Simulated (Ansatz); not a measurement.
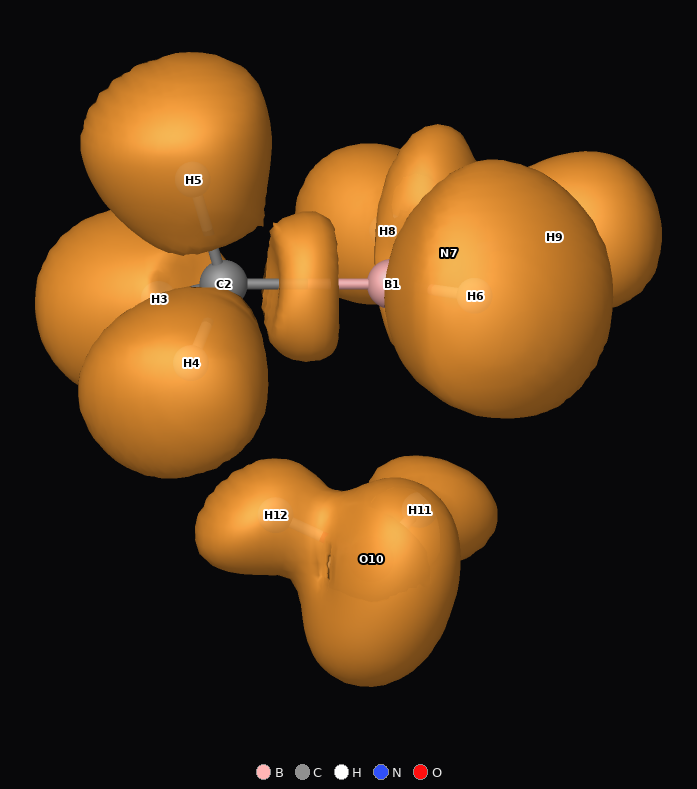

*CH6BN···H2O. Isosurface of the electron localisation function at 0.75 (orange), seen at a tilt. Only the valence region is drawn (cores and ρ < 0.01 e/Å³ removed).*

Not at a stationary point (largest force 0.9 eV/Å).

All numbers below come from Ansatz, RKS B3LYP/6-31G*.

| atom | x (Å) | y (Å) | z (Å) |
| --- | --- | --- | --- |
| B | -0.0612 | 0.1399 | 0.1890 |
| C | -0.0862 | 0.1912 | 1.7816 |
| H | -1.0265 | -0.1513 | 2.2382 |
| H | 0.7461 | -0.3640 | 2.2304 |
| H | 0.0482 | 1.2347 | 2.1017 |
| H | 0.9627 | 0.2399 | -0.4207 |
| N | -1.2613 | 0.1390 | -0.5495 |
| H | -2.1792 | 0.1575 | -0.1231 |
| H | -1.2862 | 0.2535 | -1.5534 |
| O | 0.0653 | -2.4661 | 0.3981 |
| H | -0.6556 | -2.1753 | -0.1817 |
| H | -0.1715 | -2.0654 | 1.2661 |

What do the ELF domains correspond to?

Answer. At this value the surface marks out one region between bonded B–C atoms (shared pairs), four regions around hydrogen nuclei, one joined region spread over several atoms (H, N), in which their bonds and any lone pairs are merged and one joined region spread over several atoms (H, O), in which their bonds and any lone pairs are merged.

Values along the shortest contacts:
B1···O10 (2.62 Å): the ELF is about 0.10 at the midpoint. B–N (1.41 Å): the ELF peaks at about 0.95 between the atoms, as expected for a polar covalent bond.
